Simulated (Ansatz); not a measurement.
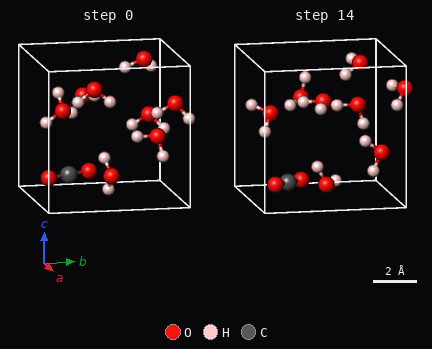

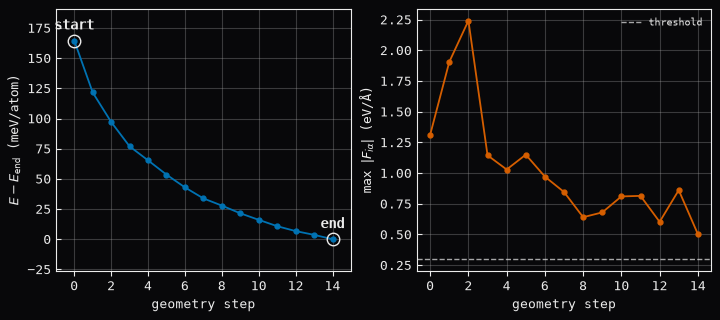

First and last geometry of a relaxation of an amorphous cell of composition H₁₆CO₁₀, with the history of the run. The picture is a ball-and-stick view of the cell of the calculation, seen slightly off an axis.

The cell holds 8 H2O + 1 CO2. The run prepares the start of a later molecular dynamics calculation, from a guessed geometry.

The calculation used Ansatz 0.2.0, DFT PBE-D3(BJ), scalar-relativistic, plane waves, PAW. Settings: plane-wave cutoff 420 eV; k-point mesh 1 × 1 × 1; occupations fermi dirac; smearing width 0.05 eV; no spin polarisation; atoms relaxed in a fixed cell; force threshold 0.3 eV/Å; at most 15 steps.

Q: Did the run converge, and what did it change?

A: The relaxation stopped without meeting its thresholds, so the last structure isn't shown to be converged. It used up its limit of 15 steps. The energy falls by 165 meV per atom in 14 geometry steps. The largest force component goes from 1.3 to 0.5 eV/Å. An H atom moves most: 1.72 Å along [−2 3 3]. Largest moves by element: H 1.72 Å, O 0.98 Å, C 0.40 Å. The lattice vectors keep their values. Near-neighbour distances that change, for instance: H–O 0.969 → 0.996 Å, C–O 1.179 → 1.172 Å, H–O 0.969 → 0.974 Å. Bond angles that change, for instance: H–O–H 104.0° → 107.2°, H–O–H 104.0° → 100.9°, O–C–O 180.0° → 177.2°.

Limits of the set-up: the periodic images lie only 6.7 Å apart, so the values are limited by the cell's size.
